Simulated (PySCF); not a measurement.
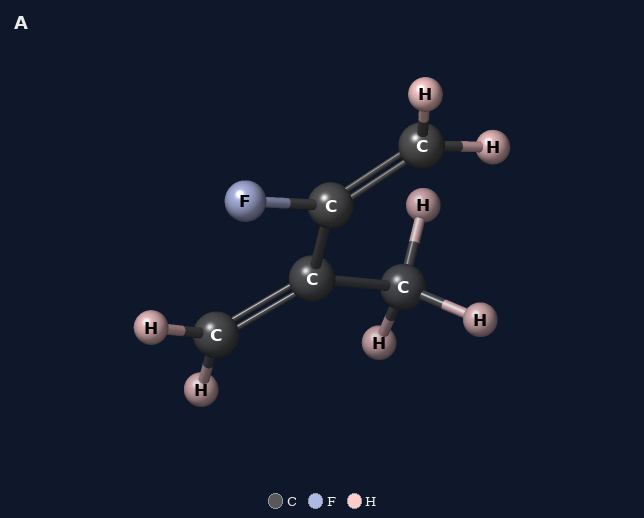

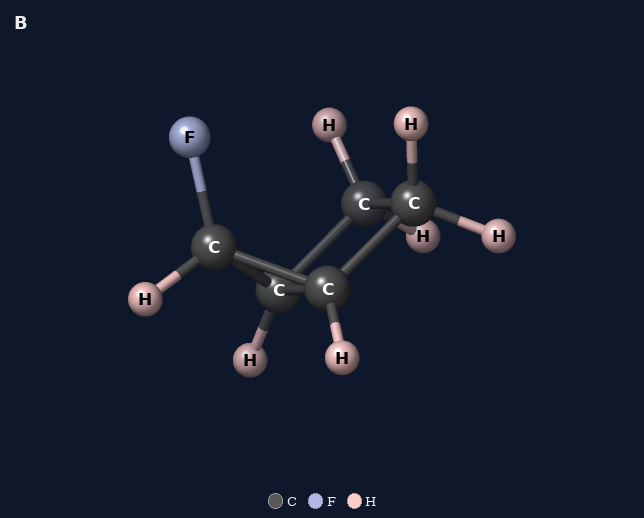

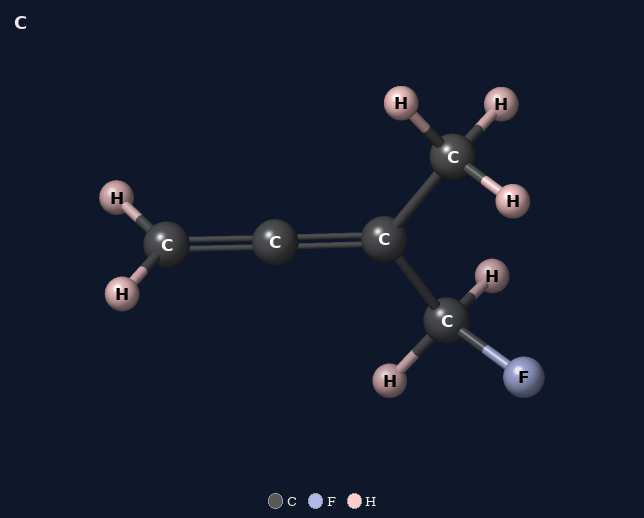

3 stationary structures of one formula. Geometries: PBE0-D3(BJ)/def2-SVP. Electronic energies: PBE0-D3(BJ)/def2-SVP (PySCF 2.14.0), without zero-point energy. No frequency run is at hand to confirm each as a minimum. Each is one conformer, not always the lowest.

How are they related?

Answer. They are constitutional isomers of C5H7F: A `C=C(C)C(=C)F`, B `F[C@H]1[C@H]2CC[C@@H]12`, C `C=C=C(C)CF`.

Which is lowest in energy, and by how much?

Answer. A is lowest; B lies 45.4 kJ/mol above it, C lies 74.3 kJ/mol above it.
